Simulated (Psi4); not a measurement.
# TiF4 (SMILES [F][Ti]([F])([F])[F]) at MP2/def2-SVP

Aim: the vertical ionisation energy of TiF4 at MP2/def2-SVP, from 2 runs. 

The calculation is run with Psi4 1.11.

2 further runs of the same task are left out: 2 set aside as unsound or not needed.

## 1. The structure to begin with

TiF4 has 5 atoms, charge 0, and is taken as a singlet. SMILES: `[F][Ti]([F])([F])[F]`. The coordinates come from a PBE0-D4/def2-TZVP relaxation.

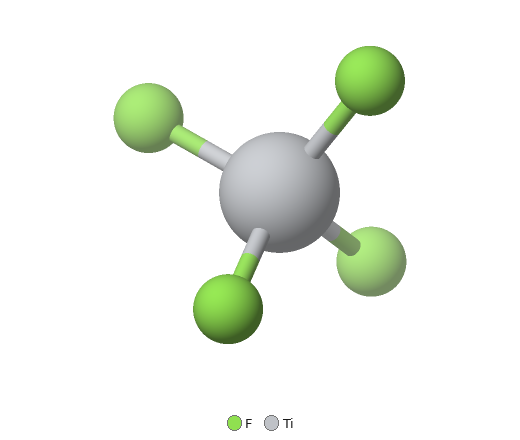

The structure, seen from a chosen angle (fluorine green, titanium light grey).

## 2. A single-point energy at MP2/def2-SVP

Contents of job.json:

```json
{
  "schema_name": "qcschema_input",
  "schema_version": 1,
  "molecule": {
    "schema_name": "qcschema_molecule",
    "schema_version": 2,
    "symbols": ["F", "Ti", "F", "F", "F"],
    "geometry": [0.33079656, -1.42993686, 2.94137761, -1.89e-05, 7.559e-05, 3.779e-05, -2.36240332, 2.28097502, 0.15027102, -0.80816027, -2.26908864, -2.23683102, 2.83976704, 1.41801269, -0.85485541],
    "molecular_charge": 0,
    "molecular_multiplicity": 1,
    "fix_symmetry": "c1",
    "fix_com": true,
    "fix_orientation": true
  },
  "driver": "energy",
  "model": {
    "method": "mp2",
    "basis": "def2-SVP"
  },
  "keywords": {
    "puream": true,
    "e_convergence": 1e-09,
    "d_convergence": 1e-08,
    "scf_type": "pk",
    "num_frozen_docc": 9,
    "mp2_type": "conv"
  }
}
```

Command:

```sh
$ psi4 --qcschema job.json -n 1 --memory 1600MB
```

stdout, shortened:

```text
[...]
  Running in c1 symmetry.
[...]
  Nuclear repulsion =  331.469148622665500
[...]
  Multiplicity = 1
[...]
  Nalpha       = 29
  Nbeta        = 29
[...]
    Number of basis functions: 87
[...]
   @RHF iter   1: -1245.63169134373379   -1.82917e+00   1.04142e-02 ADIIS/DIIS
[...]
   @RHF iter  11: -1245.97989669787012   -5.00222e-12   4.64879e-09 DIIS
[...]
    Orbital Energies [Eh]
    ---------------------
    Doubly Occupied:
       1A   -183.654840     2A    -26.321504     3A    -26.321479
       4A    -26.321477     5A    -26.321477     6A    -21.827522
       7A    -18.201231     8A    -18.201230     9A    -18.201230
      10A     -3.168293    11A     -2.094693    12A     -2.094689
      13A     -2.094689    14A     -1.572035    15A     -1.552272
      16A     -1.552269    17A     -1.552265    18A     -0.728721
      19A     -0.728719    20A     -0.728711    21A     -0.716063
      22A     -0.716053    23A     -0.702632    24A     -0.681948
      25A     -0.681946    26A     -0.681945    27A     -0.663947
      28A     -0.663944    29A     -0.663943
[...]
  @RHF Final Energy: -1245.97989669787012
   => Energetics <=
    Nuclear Repulsion Energy =            331.4691486226655002
    One-Electron Energy =               -2376.0745601650573917
    Two-Electron Energy =                 798.6255148445218310
    Total Energy =                      -1245.9798966978701174
[...]
 Multipole Moments:
 ------------------------------------------------------------------------------------
     Multipole            Electronic (a.u.)      Nuclear  (a.u.)        Total (a.u.)
 ------------------------------------------------------------------------------------
 L = 1.  Multiply by 2.5417464519 to convert [e a0] to [Debye]
 Dipole X            :          0.0003937           -0.0004157           -0.0000220
 Dipole Y            :         -0.0011657            0.0013229            0.0001572
 Dipole Z            :         -0.0004089            0.0004912            0.0000823
 Magnitude           :                                                    0.0001788
[...]
	SCS-MP2 Total Energy (a.u.)        : -1246.98995661127037
	SOS-MP2 Total Energy (a.u.)        : -1246.88531419362243
	SCSN-MP2 Total Energy (a.u.)       : -1246.53240866305214
[...]
	SOS-PI-MP2 Total Energy (a.u.)     : -1247.03621710958123
[...]
	MP2 Total Energy (a.u.)            : -1247.04833853060813
[...]
```

The result, in JSON:

```text
{
 "driver": "energy",
 "model": {
  "method": "mp2",
  "basis": "def2-SVP"
 },
 "success": true,
 "return_result": -1247.0483385306081,
 "properties": {
  "calcinfo_nbasis": 87,
  "calcinfo_nmo": 87,
  "calcinfo_nalpha": 29,
  "calcinfo_nbeta": 29,
  "calcinfo_natom": 5,
  "nuclear_repulsion_energy": 331.4691486226655,
  "return_energy": -1247.0483385306081,
  "scf_one_electron_energy": -2376.0745601650574,
  "scf_two_electron_energy": 798.6255148445218,
  "scf_dipole_moment": [-2.2040624687802435e-05, 0.00015719584391350738, 8.230317646365504e-05],
  "scf_total_energy": -1245.9798966978701,
  "scf_iterations": 11,
  "mp2_same_spin_correlation_energy": -0.31392725294437684,
  "mp2_opposite_spin_correlation_energy": -0.7545145797936285,
  "mp2_singles_energy": 0.0,
  "mp2_doubles_energy": -1.0684418327380052,
  "mp2_correlation_energy": -1.0684418327380172,
  "mp2_total_energy": -1247.0483385306081
 }
}
```

Wall time 11 s (1 thread of AMD EPYC, shared host); peak memory 0.43 GiB.

## 3. The doublet cation at the same level

Contents of input.inp:

```
memory 1600 mb

molecule {
  1 2
  F
  Ti 1 r2
  F 2 r3 1 a3
  F 2 r4 1 a4 3 d4
  F 2 r5 4 a5 1 d5

  r2 = 1.739525
  r3 = 1.739531
  a3 = 109.46771
  r4 = 1.739519
  a4 = 109.47046
  d4 = -120.00217
  r5 = 1.739518
  a5 = 109.4615
  d5 = 119.9992
  symmetry c1
  no_reorient
  no_com
}

set {
  basis           def2-SVP
  reference       uhf
  puream          true
  e_convergence   1e-09
  d_convergence   1e-08
  scf_type        pk
  num_frozen_docc 9
  mp2_type        conv
  maxiter         100
}

E, wfn = energy('mp2', return_wfn=True)
```

Command:

```sh
$ psi4 input.inp input.out -n 1
```

input.out, shortened:

```text
[...]
  Running in c1 symmetry.
[...]
  Nuclear repulsion =  331.469194435593749
[...]
  Multiplicity = 2
[...]
  Nalpha       = 29
  Nbeta        = 28
[...]
    Number of basis functions: 87
[...]
   @UHF iter   1: -1245.05332099363523   -1.25079e+00   9.28180e-03 ADIIS/DIIS
[...]
   @UHF iter  42: -1245.41933426631181   -1.45519e-11   6.51883e-09 DIIS
[...]
   @S^2 Observed:                1.069448654E+00
[...]
  @UHF Final Energy: -1245.41933426631181
   => Energetics <=
    Nuclear Repulsion Energy =            331.4691944355937494
    One-Electron Energy =               -2360.3821454189228461
    Two-Electron Energy =                 783.4936167170174031
    Total Energy =                      -1245.4193342663118074
  UHF NO Occupations:
  HONO-2 :   27  A 1.9991272
  HONO-1 :   28  A 1.8290782
[...]
 Multipole Moments:
 ------------------------------------------------------------------------------------
     Multipole            Electronic (a.u.)      Nuclear  (a.u.)        Total (a.u.)
 ------------------------------------------------------------------------------------
 L = 1.  Multiply by 2.5417464519 to convert [e a0] to [Debye]
 Dipole X            :          1.1114198           -0.0000253            1.1113944
 Dipole Y            :          0.6415646            0.0000352            0.6415998
 Dipole Z            :         -0.9071796            0.0000014           -0.9071782
 Magnitude           :                                                    1.5715662
[...]
	SCS-MP2 Total Energy (a.u.)        : -1246.38129077996837
	SOS-MP2 Total Energy (a.u.)        : -1246.28004528382030
	SCSN-MP2 Total Energy (a.u.)       : -1245.95391048597344
[...]
	SOS-PI-MP2 Total Energy (a.u.)     : -1246.42349712007172
[...]
	MP2 Total Energy (a.u.)            : -1246.44032993601309
[...]
```

It took 14 s on 1 thread of AMD EPYC, shared host; peak memory 0.44 GiB.

## 4. What came out

Level: MP2/def2-SVP, 9 core orbitals frozen.

| quantity | value |
| --- | --- |
| singlet TiF4: total energy | -1247.04834 Eh |
| singlet TiF4: HOMO energy (Hartree–Fock orbitals) | -18.07 eV |
| singlet TiF4: LUMO energy (Hartree–Fock orbitals) | 0.74 eV |
| singlet TiF4: HOMO–LUMO gap (Hartree–Fock orbitals) | 18.81 eV |
| singlet TiF4: correlation energy (9 core orbitals frozen) | -1068.4 mEh |
| doublet cation: total energy | -1246.44033 Eh |
| doublet cation: HOMO energy (Hartree–Fock orbitals) (highest over α and β) | -21.14 eV |
| doublet cation: LUMO energy (Hartree–Fock orbitals) (lowest over α and β) | -12.05 eV |
| doublet cation: correlation energy (9 core orbitals frozen) | -1021.0 mEh |
| doublet cation: ⟨S²⟩ of the reference determinant | 1.069 |
| vertical ionisation energy (to the doublet cation) | 16.545 eV |

In words: Removing an electron at fixed nuclei costs 16.54 eV (382 kcal/mol). ⟨S²⟩ (doublet cation) is 1.07 where a pure doublet has 0.75: the reference is spin-contaminated.
